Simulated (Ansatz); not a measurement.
Run report: HfBr₂F₂, molecular dynamics (part 1 of 2)

The run: molecular dynamics of HfBr₂F₂, SMILES [F][Hf]([F])([Br])[Br]. Method and program: RKS BLYP-d3bjatm/def2-SVP (Ansatz 0.2.0).

The geometry comes from this level: PBE0-D4/def2-TZVP. Figures and captions count atoms from 1; the log counts them from 0 in places.

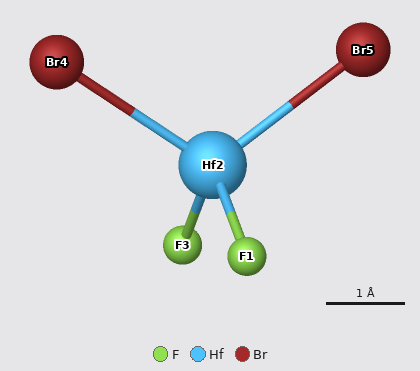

The input geometry (ball-and-stick view, seen at a tilt; atoms are numbered from 1 in the order of the input). Sticks mark near contacts. Bond lengths as drawn: Br–Hf 2.49 Å and F–Hf 1.88 Å.

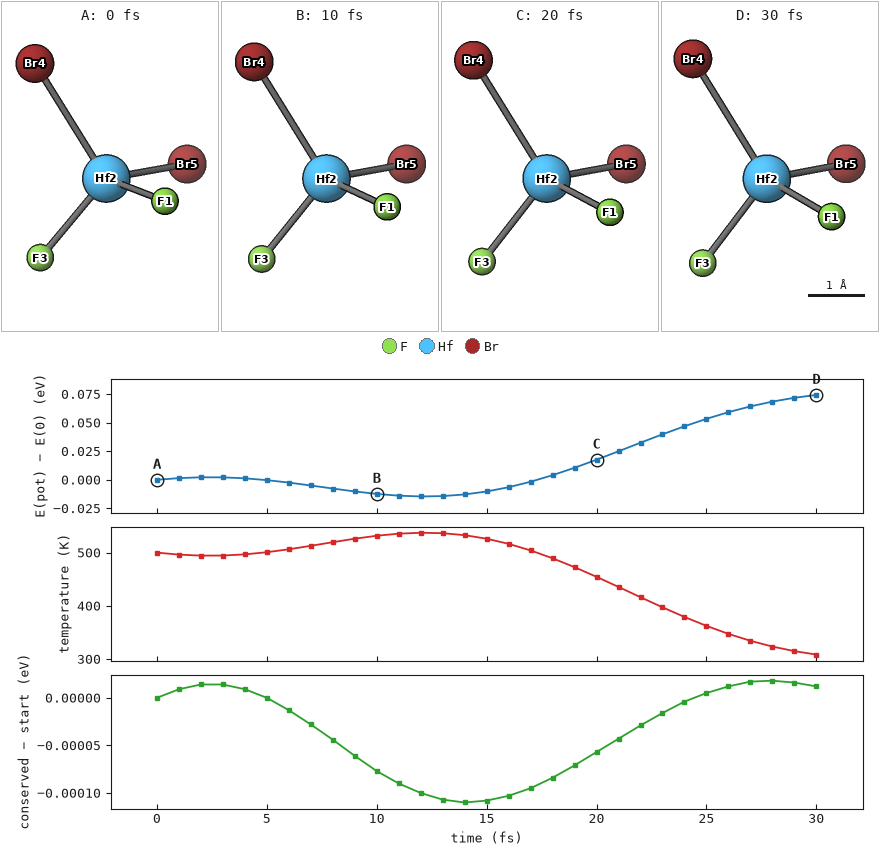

Frames of the molecular dynamics (ball-and-stick, seen at a tilt) above the curves, on which the letters mark them. The trajectory kept here has 31 frames over 30 fs. The temperature starts at 500 K, ranges from 308 to 537 K and averages 411 K over the second half. The potential energy ends 0.074 eV above its first value. The conserved quantity stays within 0.00013 eV. After an unweighted best fit of the last frame on the first, the root-mean-square displacement is 0.13 Å.

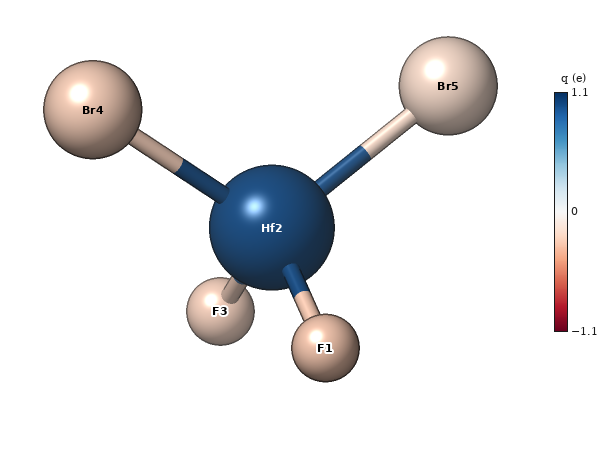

Mulliken charges, as the colour of each atom (ball-and-stick view, seen at a tilt; atoms are numbered from 1 in the order of the input). By element: F −0.28 to −0.27, Hf +1.00 and Br −0.25 to −0.20 e.

The input that produced these results follows, with the program's output.

### The input
```yaml
crystal:
  periodic: [false, false, false]
  atoms:
    - {symbol: F, position_ang: [0.182635, -0.618093, 1.844329]}
    - {symbol: Hf, position_ang: [0.084089, -0.097204, 0.037258]}
    - {symbol: F, position_ang: [1.352738, -1.098487, -0.929437]}
    - {symbol: Br, position_ang: [-2.190997, -0.581703, -0.838561]}
    - {symbol: Br, position_ang: [0.621536, 2.321887, -0.154989]}
basis:
  gaussian: {orbitals: def2-SVP}
hamiltonian: {xc: {name: BLYP}, dispersion: d3bjatm}
md: {timestep: 1 fs, n_steps: 30, ensemble: nve, temperature: 500, initial_velocities: maxwell_boltzmann, seed: 696}
```

Run as:
```bash
ansatz run in.yaml --threads 4 --pin off --events-out ev --progress --plain --max-ram 10444MiB
```

### What the program printed
```
Functional definition: BLYP
  name "BLYP"
  cite "Becke, Phys. Rev. A 38, 3098 (1988) doi:10.1103/PhysRevA.38.3098"
  cite "Lee, Yang & Parr, Phys. Rev. B 37, 785 (1988) doi:10.1103/PhysRevB.37.785"
  parameter beta = 0.0042
  parameter a = 0.04918
  parameter b = 0.132
  parameter c = 0.2533
  parameter d = 0.349
  exchange = b88_x(beta = beta)
  correlation = lyp_c(a = a, b = b, c = c, d = d)
1300 factors; their error is unknown
mean field evaluation 1: about -146817.0433 eV, gradient 5.3e1 eV
mean field evaluation 2: about -146754.6291 eV, gradient 2.1e2 eV
mean field evaluation 4: about -146821.3227 eV, gradient 8.5e0 eV
mean field evaluation 8: about -146821.5123 eV, gradient 2.7e-2 eV
mean field evaluation 16: about -146821.3456 eV, gradient 1.6e-4 eV
mean field -146821.34562148 eV, -5395.5849325068 hartree, gradient 1.3e-5 eV, S^2 0.000000; 0 other end points of the search recorded, 0 dependent functions left out
the calculation of the forces begins
reference -146821.34601464 eV, -5395.5849469554 hartree; 50, 50 occupied and 74, 74 virtual orbitals, 1300 factors
md step     0: t =     0.00 fs  T =   500.0 K  F+E_penalty+E_count = -146821.65316532 eV  E_kin = 0.193890 eV  conserved = -146821.45927532 eV  (31 SCF iters)
these checks for a lower state are left out or cut short: starts, cluster_reference, orbital_swaps, neighbouring_geometries, increment
1300 factors; their error is unknown
mean field -146821.34422413 eV, -5395.5848811554 hartree, gradient 1.2e-5 eV, S^2 0.000000; 0 other end points of the search recorded, 0 dependent functions left out
the calculation of the forces begins
reference -146821.34461721 eV, -5395.5848956009 hartree; 50, 50 occupied and 74, 74 virtual orbitals, 1300 factors
md step     1: t =     1.00 fs  T =   496.3 K  F+E_penalty+E_count = -146821.65170772 eV  E_kin = 0.192441 eV  conserved = -146821.45926630 eV  (33 SCF iters)
[... from here on the SCF iterations and repeated set-up lines of each step are left out, up to the last step ...]
md step     2: t =     2.00 fs  T =   494.4 K  F+E_penalty+E_count = -146821.65097070 eV  E_kin = 0.191710 eV  conserved = -146821.45926116 eV  (32 SCF iters)
md step     3: t =     3.00 fs  T =   494.5 K  F+E_penalty+E_count = -146821.65102917 eV  E_kin = 0.191768 eV  conserved = -146821.45926117 eV  (32 SCF iters)
md step     4: t =     4.00 fs  T =   496.7 K  F+E_penalty+E_count = -146821.65188259 eV  E_kin = 0.192617 eV  conserved = -146821.45926575 eV  (33 SCF iters)
md step     5: t =     5.00 fs  T =   500.8 K  F+E_penalty+E_count = -146821.65345717 eV  E_kin = 0.194182 eV  conserved = -146821.45927485 eV  (32 SCF iters)
md step     6: t =     6.00 fs  T =   506.3 K  F+E_penalty+E_count = -146821.65561033 eV  E_kin = 0.196323 eV  conserved = -146821.45928755 eV  (32 SCF iters)
md step     7: t =     7.00 fs  T =   512.8 K  F+E_penalty+E_count = -146821.65814294 eV  E_kin = 0.198840 eV  conserved = -146821.45930284 eV  (32 SCF iters)
md step     8: t =     8.00 fs  T =   519.6 K  F+E_penalty+E_count = -146821.66081512 eV  E_kin = 0.201496 eV  conserved = -146821.45931949 eV  (33 SCF iters)
md step     9: t =     9.00 fs  T =   526.1 K  F+E_penalty+E_count = -146821.66336510 eV  E_kin = 0.204029 eV  conserved = -146821.45933624 eV  (32 SCF iters)
md step    10: t =    10.00 fs  T =   531.7 K  F+E_penalty+E_count = -146821.66552914 eV  E_kin = 0.206177 eV  conserved = -146821.45935187 eV  (31 SCF iters)
md step    11: t =    11.00 fs  T =   535.6 K  F+E_penalty+E_count = -146821.66706084 eV  E_kin = 0.207696 eV  conserved = -146821.45936528 eV  (33 SCF iters)
md step    12: t =    12.00 fs  T =   537.3 K  F+E_penalty+E_count = -146821.66774784 eV  E_kin = 0.208373 eV  conserved = -146821.45937523 eV  (33 SCF iters)
md step    13: t =    13.00 fs  T =   536.5 K  F+E_penalty+E_count = -146821.66742692 eV  E_kin = 0.208045 eV  conserved = -146821.45938190 eV  (32 SCF iters)
md step    14: t =    14.00 fs  T =   532.8 K  F+E_penalty+E_count = -146821.66599117 eV  E_kin = 0.206607 eV  conserved = -146821.45938463 eV  (34 SCF iters)
md step    15: t =    15.00 fs  T =   526.1 K  F+E_penalty+E_count = -146821.66339625 eV  E_kin = 0.204013 eV  conserved = -146821.45938339 eV  (33 SCF iters)
md step    16: t =    16.00 fs  T =   516.5 K  F+E_penalty+E_count = -146821.65966057 eV  E_kin = 0.200282 eV  conserved = -146821.45937844 eV  (33 SCF iters)
md step    17: t =    17.00 fs  T =   504.1 K  F+E_penalty+E_count = -146821.65486161 eV  E_kin = 0.195491 eV  conserved = -146821.45937022 eV  (33 SCF iters)
md step    18: t =    18.00 fs  T =   489.4 K  F+E_penalty+E_count = -146821.64912905 eV  E_kin = 0.189770 eV  conserved = -146821.45935934 eV  (33 SCF iters)
md step    19: t =    19.00 fs  T =   472.7 K  F+E_penalty+E_count = -146821.64263532 eV  E_kin = 0.183289 eV  conserved = -146821.45934649 eV  (54 SCF iters)
md step    20: t =    20.00 fs  T =   454.5 K  F+E_penalty+E_count = -146821.63558444 eV  E_kin = 0.176252 eV  conserved = -146821.45933245 eV  (33 SCF iters)
md step    21: t =    21.00 fs  T =   435.5 K  F+E_penalty+E_count = -146821.62819984 eV  E_kin = 0.168882 eV  conserved = -146821.45931791 eV  (34 SCF iters)
md step    22: t =    22.00 fs  T =   416.2 K  F+E_penalty+E_count = -146821.62071277 eV  E_kin = 0.161409 eV  conserved = -146821.45930412 eV  (33 SCF iters)
md step    23: t =    23.00 fs  T =   397.3 K  F+E_penalty+E_count = -146821.61334852 eV  E_kin = 0.154058 eV  conserved = -146821.45929095 eV  (33 SCF iters)
md step    24: t =    24.00 fs  T =   379.2 K  F+E_penalty+E_count = -146821.60631802 eV  E_kin = 0.147039 eV  conserved = -146821.45927936 eV  (33 SCF iters)
md step    25: t =    25.00 fs  T =   362.4 K  F+E_penalty+E_count = -146821.59980663 eV  E_kin = 0.140537 eV  conserved = -146821.45926985 eV  (33 SCF iters)
md step    26: t =    26.00 fs  T =   347.4 K  F+E_penalty+E_count = -146821.59396644 eV  E_kin = 0.134704 eV  conserved = -146821.45926277 eV  (34 SCF iters)
md step    27: t =    27.00 fs  T =   334.3 K  F+E_penalty+E_count = -146821.58891001 eV  E_kin = 0.129652 eV  conserved = -146821.45925848 eV  (33 SCF iters)
md step    28: t =    28.00 fs  T =   323.5 K  F+E_penalty+E_count = -146821.58470560 eV  E_kin = 0.125449 eV  conserved = -146821.45925710 eV  (33 SCF iters)
md step    29: t =    29.00 fs  T =   314.9 K  F+E_penalty+E_count = -146821.58137474 eV  E_kin = 0.122116 eV  conserved = -146821.45925867 eV  (32 SCF iters)
these checks for a lower state are left out or cut short: starts, cluster_reference, orbital_swaps, neighbouring_geometries, increment
1300 factors; their error is unknown
mean field -146821.27918579 eV, -5395.5824910403 hartree, gradient 1.2e-5 eV, S^2 0.000000; 0 other end points of the search recorded, 0 dependent functions left out
the calculation of the forces begins
reference -146821.27958250 eV, -5395.5825056192 hartree; 50, 50 occupied and 74, 74 virtual orbitals, 1300 factors
1300 factors; their error is unknown
mean field evaluation 256: about -146821.4474 eV, gradient 1.0e-4 eV
mean field -146821.27918579 eV, -5395.5824910403 hartree, gradient 1.2e-5 eV, S^2 0.000000; 1 other end points of the search recorded, 0 dependent functions left out
the calculation of the forces begins
reference -146821.27958250 eV, -5395.5825056193 hartree; 50, 50 occupied and 74, 74 virtual orbitals, 1300 factors
md step    30: t =    30.00 fs  T =   308.5 K  F+E_penalty+E_count = -146821.57889149 eV  E_kin = 0.119628 eV  conserved = -146821.45926312 eV  (52 SCF iters)
Total energy: -146821.57928820 eV, -5395.5935196007 hartree
Atom 0 at     0.470392    -0.571381     1.912602 Å, force    -0.489391     0.185056    -0.828287 eV/Å
Atom 1 at     0.079418    -0.108087     0.060217 Å, force     0.702169    -0.940404     0.273886 eV/Å
Atom 2 at     1.464784    -1.082202    -0.893364 Å, force    -0.760543     0.447327     0.290078 eV/Å
Atom 3 at    -2.264682    -0.558869    -0.907425 Å, force     0.537451     0.036671     0.320694 eV/Å
Atom 4 at     0.610596     2.308384    -0.162219 Å, force     0.010314     0.271350    -0.056370 eV/Å
Dipole moment:    -0.107502     0.070720    -0.007421 e Å
```

### Trajectory as extended XYZ (Å, eV, eV/Å), 31 frames, from step=0 to step=30
```
5
Properties=species:S:1:pos:R:3:forces:R:3 step=0 time_fs=0.0 energy=-146821.65316 temperature=500.0
F     0.1826   -0.6181    1.8443    0.0466  -0.2551   0.8917
Hf    0.0841   -0.0972    0.0373   -0.3345   0.3724  -0.2056
F     1.3527   -1.0985   -0.9294    0.6248  -0.4925  -0.4790
Br   -2.1910   -0.5817   -0.8386   -0.4296  -0.0820  -0.1670
Br    0.6215    2.3219   -0.1550    0.0927   0.4571  -0.0401
5
Properties=species:S:1:pos:R:3:forces:R:3 step=1 time_fs=1.0 energy=-146821.65171 temperature=496.3
F     0.1931   -0.6159    1.8447    0.0415  -0.2599   0.9058
Hf    0.0841   -0.0975    0.0379   -0.3999   0.3910  -0.2018
F     1.3543   -1.0960   -0.9259    0.6600  -0.5209  -0.5112
Br   -2.1933   -0.5809   -0.8409   -0.3972  -0.0793  -0.1505
Br    0.6210    2.3206   -0.1551    0.0956   0.4691  -0.0422
5
Properties=species:S:1:pos:R:3:forces:R:3 step=2 time_fs=2.0 energy=-146821.65097 temperature=494.4
F     0.2035   -0.6139    1.8454    0.0353  -0.2596   0.9028
Hf    0.0841   -0.0978    0.0386   -0.4530   0.3962  -0.1895
F     1.3561   -1.0938   -0.9226    0.6837  -0.5401  -0.5350
Br   -2.1957   -0.5801   -0.8432   -0.3640  -0.0762  -0.1339
Br    0.6205    2.3194   -0.1553    0.0980   0.4797  -0.0444
5
Properties=species:S:1:pos:R:3:forces:R:3 step=3 time_fs=3.0 energy=-146821.65103 temperature=494.5
F     0.2140   -0.6120    1.8467    0.0277  -0.2541   0.8826
Hf    0.0840   -0.0980    0.0393   -0.4927   0.3875  -0.1693
F     1.3584   -1.0919   -0.9196    0.6953  -0.5496  -0.5499
Br   -2.1981   -0.5793   -0.8456   -0.3301  -0.0728  -0.1170
Br    0.6200    2.3182   -0.1554    0.0998   0.4890  -0.0465
5
Properties=species:S:1:pos:R:3:forces:R:3 step=4 time_fs=4.0 energy=-146821.65188 temperature=496.7
F     0.2244   -0.6102    1.8484    0.0184  -0.2437   0.8459
Hf    0.0840   -0.0982    0.0399   -0.5181   0.3651  -0.1418
F     1.3609   -1.0902   -0.9168    0.6942  -0.5492  -0.5556
Br   -2.2006   -0.5785   -0.8479   -0.2955  -0.0690  -0.1000
Br    0.6195    2.3171   -0.1556    0.1011   0.4967  -0.0486
5
Properties=species:S:1:pos:R:3:forces:R:3 step=5 time_fs=5.0 energy=-146821.65346 temperature=500.8
F     0.2349   -0.6085    1.8505    0.0073  -0.2287   0.7934
Hf    0.0839   -0.0984    0.0406   -0.5290   0.3293  -0.1079
F     1.3639   -1.0889   -0.9143    0.6803  -0.5388  -0.5520
Br   -2.2031   -0.5777   -0.8503   -0.2604  -0.0648  -0.0828
Br    0.6191    2.3160   -0.1558    0.1019   0.5031  -0.0506
```
